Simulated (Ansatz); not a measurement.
The reference is SrGeO3 (space group P-62m, No. 189; a = 6.9046 Å, c = 5.7202 Å; a cell from a computed database, its experimental status unchecked). Axes: x lies along a and z along c of the hexagonal cell.

Perturbation: biaxial strain −3.71 %, plane normal [001], relaxed out of plane (Cartesian); in-plane vectors clamped, the third vector and the atoms free.

The values are results of Ansatz (a first-principles code) PBEsol, no spin-orbit coupling, not measurements.

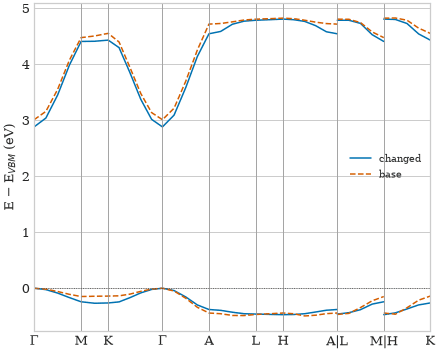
*Highest valence and lowest conduction band along the path, each from its own valence-band maximum*

Question: Read the changed gap and its character from the plot.

Answer: About 2.9 eV, direct at Γ.

Whether these cells are dynamically stable was not tested.
